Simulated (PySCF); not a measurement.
**C2H3F3S (methyl(trifluoromethyl) sulfide): levels of theory compared**

We compute a comparison of 6 runs (HF/STO-3G, HF/3-21G, B3LYP/6-31G*, PBE0/def2-SVP, PBE0/6-311+G**) of C2H3F3S (methyl(trifluoromethyl) sulfide). Input form: a Python script.

Program for the calculation: PySCF 2.14.0.

## (1) Starting point

C2H3F3S has 9 atoms, charge 0, and is taken as a singlet. As SMILES, `CSC(F)(F)F`. The shape is that of a PBE0-D4/def2-TZVP optimisation.

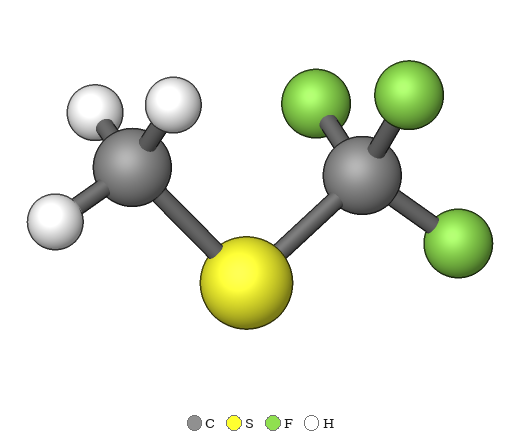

The structure, seen from a chosen angle (carbon grey, sulfur yellow, fluorine green, hydrogen white).

## (2) Energy and forces at HF/STO-3G (run 1)

The input, run.py:

```python
# CSC(F)(F)F
from pyscf import gto, scf

mol = gto.M(
    atom=[
    ('C', (-0.264600, -1.100100, 0.810100)),
    ('S', (1.180700, -0.334500, 0.060100)),
    ('C', (0.352400, 1.022800, -0.776800)),
    ('F', (-0.550100, 0.609400, -1.673600)),
    ('F', (1.270600, 1.742000, -1.418200)),
    ('F', (-0.296500, 1.835600, 0.064500)),
    ('H', (0.112500, -1.958300, 1.366300)),
    ('H', (-0.961900, -1.447400, 0.049200)),
    ('H', (-0.754400, -0.415800, 1.501300)),
],
    basis='sto-3g',
    max_memory=1860,
    verbose=4,
    spin=0,
)

calc0 = scf.RHF(mol)
calc0.conv_tol = 1e-10
calc0.kernel()
if not calc0.converged:
    calc0 = calc0.newton().run(calc0.mo_coeff, calc0.mo_occ)

energy = calc0.e_tot
print(f'total energy: {energy:.8f} hartree')
grad = calc0.nuc_grad_method().kernel()
dip = calc0.dip_moment()
pop, q = calc0.mulliken_pop()
```

Command:

```console
OMP_NUM_THREADS=1 python run.py
```

Output:

```text
PySCF version 2.14.0

[... 63 lines left out ...]
converged SCF energy = -763.862103137266
total energy: -763.86210314 hartree
[... 11 lines left out ...]
Dipole moment(X, Y, Z, Debye): -0.44255, -1.09108,  0.83446
[... 8 lines left out ...]
pop of  1 S 3s            1.84908
pop of  1 S 2px           1.98349
pop of  1 S 2py           1.98466
pop of  1 S 2pz           1.99163
pop of  1 S 3px           1.21272
pop of  1 S 3py           1.23591
pop of  1 S 3pz           1.58598
pop of  2 C 1s            1.99334
pop of  2 C 2s            1.14888
pop of  2 C 2px           0.79415
pop of  2 C 2py           0.89035
pop of  2 C 2pz           0.81364
pop of  3 F 1s            1.99901
pop of  3 F 2s            1.94119
pop of  3 F 2px           1.65992
pop of  3 F 2py           1.89935
pop of  3 F 2pz           1.66265
pop of  4 F 1s            1.99899
pop of  4 F 2s            1.94032
pop of  4 F 2px           1.65887
pop of  4 F 2py           1.76059
pop of  4 F 2pz           1.79862
pop of  5 F 1s            1.99901
pop of  5 F 2s            1.94118
pop of  5 F 2px           1.79804
pop of  5 F 2py           1.70829
pop of  5 F 2pz           1.71560
pop of  6 H 1s            0.92069
pop of  7 H 1s            0.92350
pop of  8 H 1s            0.92349
 ** Mulliken atomic charges  **
charge of    0C =     -0.27048
charge of    1S =      0.16012
charge of    2C =      0.35965
charge of    3F =     -0.16211
charge of    4F =     -0.15738
charge of    5F =     -0.16212
charge of    6H =      0.07931
charge of    7H =      0.07650
charge of    8H =      0.07651
```

It took 4.2 s on 1 thread of Intel Xeon at 2.70GHz, shared host; peak memory 0.12 GiB.

## (3) Energy and gradient at HF/3-21G (run 2)

The input, job.py:

```python
from pyscf import gto, scf

mol = gto.M(
    atom=[
    ('C', (-0.264600, -1.100100, 0.810100)),
    ('S', (1.180700, -0.334500, 0.060100)),
    ('C', (0.352400, 1.022800, -0.776800)),
    ('F', (-0.550100, 0.609400, -1.673600)),
    ('F', (1.270600, 1.742000, -1.418200)),
    ('F', (-0.296500, 1.835600, 0.064500)),
    ('H', (0.112500, -1.958300, 1.366300)),
    ('H', (-0.961900, -1.447400, 0.049200)),
    ('H', (-0.754400, -0.415800, 1.501300)),
],
    verbose=4,
    charge=0,
    basis='3-21g',
    max_memory=1860,
)

calc0 = scf.RHF(mol)
calc0.conv_tol = 1e-10
calc0.kernel()
if not calc0.converged:
    calc0 = calc0.newton().run(calc0.mo_coeff, calc0.mo_occ)

energy = calc0.e_tot
print('E = %.10f Eh' % energy)
grad = calc0.nuc_grad_method().kernel()
dip = calc0.dip_moment()
pop, q = calc0.mulliken_pop()
```

Command:

```console
OMP_NUM_THREADS=1 python job.py
```

Output:

```text
PySCF version 2.14.0

[... 65 lines left out ...]
converged SCF energy = -769.311847052827
[... 12 lines left out ...]
Dipole moment(X, Y, Z, Debye): -0.98085, -2.00199,  1.55560
[... 35 lines left out ...]
pop of  3 F 2px           0.78938
pop of  3 F 2py           0.88270
pop of  3 F 2pz           0.78781
pop of  3 F 3px           0.95567
pop of  3 F 3py           1.01942
pop of  3 F 3pz           0.95401
pop of  4 F 1s            1.98559
pop of  4 F 2s            0.44674
pop of  4 F 3s            1.56832
pop of  4 F 2px           0.78930
pop of  4 F 2py           0.82908
pop of  4 F 2pz           0.84239
pop of  4 F 3px           0.95691
pop of  4 F 3py           0.97674
pop of  4 F 3pz           0.98732
pop of  5 F 1s            1.98556
pop of  5 F 2s            0.44649
pop of  5 F 3s            1.56605
pop of  5 F 2px           0.84198
pop of  5 F 2py           0.80694
pop of  5 F 2pz           0.81098
pop of  5 F 3px           0.98920
pop of  5 F 3py           0.96535
pop of  5 F 3pz           0.97451
pop of  6 H 1s            0.45963
pop of  6 H 2s            0.27121
pop of  7 H 1s            0.46124
pop of  7 H 2s            0.26881
pop of  8 H 1s            0.46119
pop of  8 H 2s            0.26886
 ** Mulliken atomic charges  **
charge of    0C =     -0.92955
charge of    1S =      0.43770
charge of    2C =      0.83933
charge of    3F =     -0.38710
charge of    4F =     -0.38238
charge of    5F =     -0.38706
charge of    6H =      0.26917
charge of    7H =      0.26995
charge of    8H =      0.26994
```

Run time: 4.2 s. Hardware: 1 thread of Intel Xeon at 2.70GHz, shared host; peak memory 0.13 GiB.

## (4) Energy and gradient at B3LYP/6-31G(d) (spherical functions) (run 3)

The input, input.py:

```python
from pyscf import gto, dft

mol = gto.M(
    atom='''
C       -0.264600      -1.100100       0.810100
S        1.180700      -0.334500       0.060100
C        0.352400       1.022800      -0.776800
F       -0.550100       0.609400      -1.673600
F        1.270600       1.742000      -1.418200
F       -0.296500       1.835600       0.064500
H        0.112500      -1.958300       1.366300
H       -0.961900      -1.447400       0.049200
H       -0.754400      -0.415800       1.501300
''',
    charge=0,
    max_memory=1860,
    basis='6-31g*',
    verbose=4,
)

mf = dft.RKS(mol, xc='b3lyp')
mf.conv_tol = 1e-10
mf.grids.level = 5
mf.kernel()
if not mf.converged:
    mf = mf.newton().run(mf.mo_coeff, mf.mo_occ)

e_final = mf.e_tot
print('Final energy', e_final)
grad = mf.nuc_grad_method().kernel()
mf.analyze()
```

Command:

```console
OMP_NUM_THREADS=1 python input.py
```

Output:

```text
PySCF version 2.14.0

[... 94 lines left out ...]
Total Energy =                        -775.717681489600068
[... 10 lines left out ...]
MO #4   energy= -24.7272216895665  occ= 2
[... 8 lines left out ...]
MO #13  energy= -1.22512899342863  occ= 2
[... 8 lines left out ...]
MO #22  energy= -0.449798509995177 occ= 2
[... 8 lines left out ...]
MO #31  energy= 0.0734230059001448 occ= 0
[... 8 lines left out ...]
MO #40  energy= 0.374091251427968  occ= 0
[... 8 lines left out ...]
MO #49  energy= 0.828089029467697  occ= 0
[... 8 lines left out ...]
MO #58  energy= 1.12342515529305   occ= 0
[... 8 lines left out ...]
MO #67  energy= 1.38511053341304   occ= 0
[... 8 lines left out ...]
MO #76  energy= 1.84383124341104   occ= 0
[... 8 lines left out ...]
MO #85  energy= 2.22698688221777   occ= 0
[... 8 lines left out ...]
MO #94  energy= 3.07410473533822   occ= 0
[... 67 lines left out ...]
pop of  4 F 2pz           1.83344
pop of  4 F 3px           0.00167
pop of  4 F 3py           0.00173
pop of  4 F 3pz           0.00152
pop of  4 F 3dxy          0.00288
pop of  4 F 3dyz          0.00184
pop of  4 F 3dz^2         0.00135
pop of  4 F 3dxz          0.00251
pop of  4 F 3dx2-y2       0.00169
pop of  5 F 1s            1.99997
pop of  5 F 2s            1.83785
pop of  5 F 3s            0.00406
pop of  5 F 2px           1.83626
pop of  5 F 2py           1.77677
pop of  5 F 2pz           1.78706
pop of  5 F 3px           0.00152
pop of  5 F 3py           0.00174
pop of  5 F 3pz           0.00156
pop of  5 F 3dxy          0.00207
pop of  5 F 3dyz          0.00290
pop of  5 F 3dz^2         0.00146
pop of  5 F 3dxz          0.00215
pop of  5 F 3dx2-y2       0.00136
pop of  6 H 1s            0.85952
pop of  6 H 2s            0.00831
pop of  7 H 1s            0.86683
pop of  7 H 2s            0.00963
pop of  8 H 1s            0.86680
pop of  8 H 2s            0.00964
 ** Mulliken atomic charges  **
charge of    0C =     -0.37161
charge of    1S =      0.09155
charge of    2C =      0.66157
charge of    3F =     -0.25678
charge of    4F =     -0.24726
charge of    5F =     -0.25674
charge of    6H =      0.13217
charge of    7H =      0.12354
charge of    8H =      0.12356
Dipole moment(X, Y, Z, Debye): -0.92634, -1.43789,  1.14959
```

It took 52 s on 1 thread of Intel Xeon at 2.70GHz, shared host; peak memory 0.93 GiB.

Runs 4 to 5 aren't shown in full; the table further down has their settings and results.

## (5) Energy and forces at PBE0/6-311+G(d,p) (run 6)

The input, input.py:

```python
# CSC(F)(F)F
import pyscf.grad
from pyscf import gto, dft

mol = gto.Mole()
mol.atom = '''
C     -0.500022    -2.078888     1.530867
S      2.231200    -0.632113     0.113573
C      0.665939     1.932812    -1.467939
F     -1.039538     1.151599    -3.162646
F      2.401086     3.291903    -2.680010
F     -0.560304     3.468781     0.121887
H      0.212594    -3.700651     2.581933
H     -1.817728    -2.735190     0.092975
H     -1.425609    -0.785748     2.837046
'''
mol.basis = '6-311+g**'
mol.max_memory = 1860
mol.unit = 'bohr'
mol.spin = 0
mol.verbose = 4
mol.build()

mf = dft.RKS(mol, xc='pbe0')
mf.grids.level = 5
mf.conv_tol = 1e-10
mf.kernel()
if not mf.converged:
    mf = mf.newton().run(mf.mo_coeff, mf.mo_occ)

energy = mf.e_tot
print('E = %.10f Eh' % energy)
grad = mf.Gradients().kernel()
mf.analyze()
```

Command:

```console
OMP_NUM_THREADS=1 python input.py
```

Output:

```text
PySCF version 2.14.0

[... 104 lines left out ...]
MO #4   energy= -24.8162717723336  occ= 2
[... 13 lines left out ...]
MO #18  energy= -0.633114168468349 occ= 2
[... 13 lines left out ...]
MO #32  energy= 0.0287348095381492 occ= 0
[... 13 lines left out ...]
MO #46  energy= 0.169590331034706  occ= 0
[... 13 lines left out ...]
MO #60  energy= 0.372632031032821  occ= 0
[... 13 lines left out ...]
MO #74  energy= 0.712211226657327  occ= 0
[... 13 lines left out ...]
MO #88  energy= 1.39512015958371   occ= 0
[... 13 lines left out ...]
MO #102 energy= 1.79147008984076   occ= 0
[... 13 lines left out ...]
MO #116 energy= 2.5457221862915    occ= 0
[... 13 lines left out ...]
MO #130 energy= 3.7758538778805    occ= 0
[... 13 lines left out ...]
MO #144 energy= 6.39666605186548   occ= 0
[... 13 lines left out ...]
MO #158 energy= 189.229327787589   occ= 0
[... 131 lines left out ...]
pop of  5 F 4px           0.00109
pop of  5 F 4py           0.00080
pop of  5 F 4pz           0.00109
pop of  5 F 5px           0.00043
pop of  5 F 5py           0.00040
pop of  5 F 5pz           0.00040
pop of  5 F 3dxy          0.00075
pop of  5 F 3dyz          0.00110
pop of  5 F 3dz^2         0.00050
pop of  5 F 3dxz          0.00081
pop of  5 F 3dx2-y2       0.00045
pop of  6 H 1s            0.84150
pop of  6 H 2s            0.00626
pop of  6 H 3s            0.00272
pop of  6 H 2px           0.00008
pop of  6 H 2py           0.00054
pop of  6 H 2pz           0.00027
pop of  7 H 1s            0.85067
pop of  7 H 2s            0.00617
pop of  7 H 3s            0.00303
pop of  7 H 2px           0.00038
pop of  7 H 2py           0.00015
pop of  7 H 2pz           0.00047
pop of  8 H 1s            0.85062
pop of  8 H 2s            0.00617
pop of  8 H 3s            0.00303
pop of  8 H 2px           0.00023
pop of  8 H 2py           0.00039
pop of  8 H 2pz           0.00037
 ** Mulliken atomic charges  **
charge of    0C =     -0.40806
charge of    1S =      0.08624
charge of    2C =      0.67177
charge of    3F =     -0.26259
charge of    4F =     -0.25178
charge of    5F =     -0.26254
charge of    6H =      0.14864
charge of    7H =      0.13914
charge of    8H =      0.13918
Dipole moment(X, Y, Z, Debye): -0.81691, -1.86778,  1.43712
```

Run time: 2.3 min. Hardware: 1 thread of Intel Xeon at 2.70GHz, shared host; peak memory 1.9 GiB.

## (6) Overview of the runs

```
run                               level  integration grid  Cartesian functions  energy (Eh)  dipole moment (D)  HOMO energy (eV)  LUMO energy (eV)  wall time
  1                           HF/STO-3G                 –                   no  -763.862103               1.44             -7.83             11.21      4.2 s
  2                            HF/3-21G                 –                   no  -769.311847               2.72            -10.86              4.62      4.2 s
  3  B3LYP/6-31G* (spherical functions)                 5                   no  -775.717681               2.06             -7.03              0.30       52 s
  4  B3LYP/6-31G* (Cartesian functions)                 5                  yes  -775.724428               2.07             -7.03              0.30       55 s
  5                       PBE0/def2-SVP                 5                   no  -774.814333               2.20             -7.44              0.64       72 s
  6                      PBE0/6-311+G**                 5                   no  -775.350795               2.49             -7.62             -0.24    2.3 min
```

## (7) Results

| quantity | value |
| --- | --- |
| run 6: total energy | -775.35080 Eh |
| run 6: dipole moment | 2.49 D |
| run 6: HOMO energy | -7.62 eV |
| run 6: LUMO energy | -0.24 eV |
| run 6: HOMO–LUMO gap | 7.38 eV |
| run 6: largest force on an atom | 0.210 eV/Å |

**Reading.** The dipole moment (its size) runs from 1.44 D (HF/STO-3G) to 2.72 D (HF/3-21G). The HOMO–LUMO gap runs from 7.33 eV (B3LYP/6-31G*) to 19.05 eV (HF/STO-3G). The two ends differ in method and basis. Totals of different functionals can't be ranked against each other. In run 1 the basis is minimal, so the values are rough. All runs together took 5.4 min, the longest 2.3 min.
